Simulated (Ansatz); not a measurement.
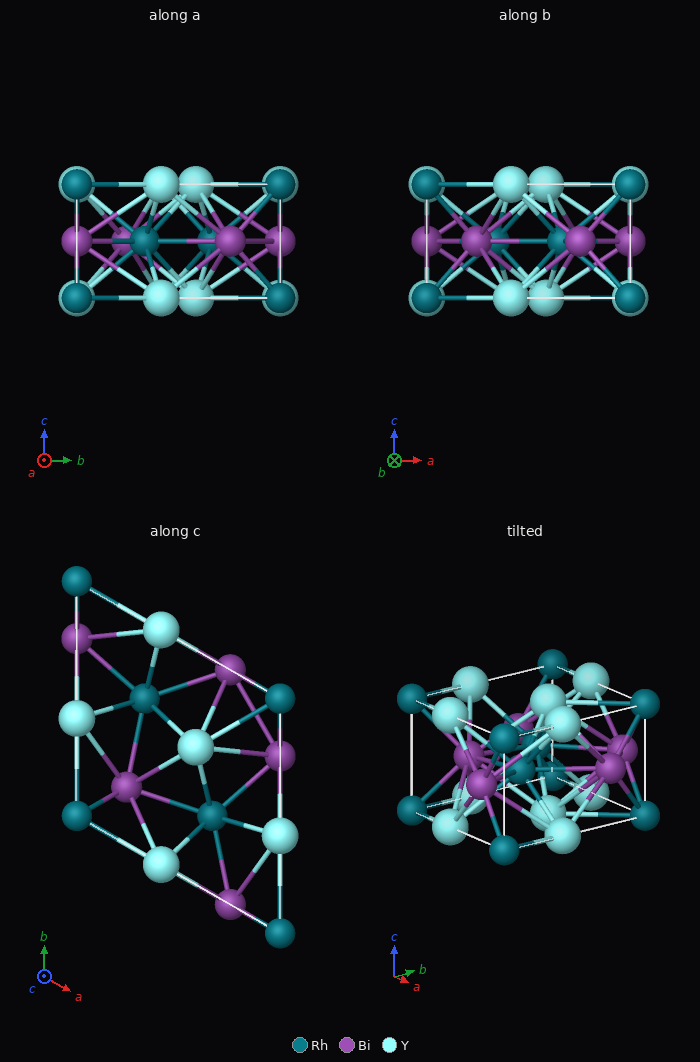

Crystal structure, ball-and-stick style, seen along the a axis, along the b axis, along the c axis and slightly off an axis. Atoms at the boundary of the conventional unit cell (the box) are drawn once for each face, edge or corner they touch.

Lattice parameters: a = 7.737 Å, b = 7.737 Å, c = 3.746 Å, α = 90.00°, β = 90.00°, γ = 120.00°. Put a along x and b in the xy plane.

Q: From the views, write a POSCAR file, with free fractional coordinates to two decimals.

A:
```
Rh Bi Y
1.0
     7.737    0.000    0.000
    -3.869    6.701    0.000
     0.000    0.000    3.746
Rh Bi Y
3 3 3
Direct
  0.00 0.00 0.00
  0.6667 0.3333 0.50
  0.3333 0.6667 0.50
  0.00 0.76 0.50
  0.76 0.00 0.50
  0.24 0.24 0.50
  0.00 0.41 0.00
  0.41 0.00 0.00
  0.58 0.58 0.00
```

Where the cell comes from: a generated cell, made by putting these elements into a known structure type (the compound may or may not exist in this form). No relaxation was applied. It went into a calculation with Ansatz.

At this level of theory the cell isn't at rest (compressed, at 5 GPa and forces up to 2.0 eV/Å), so its distances can differ from those at equilibrium, the more so the softer the solid.
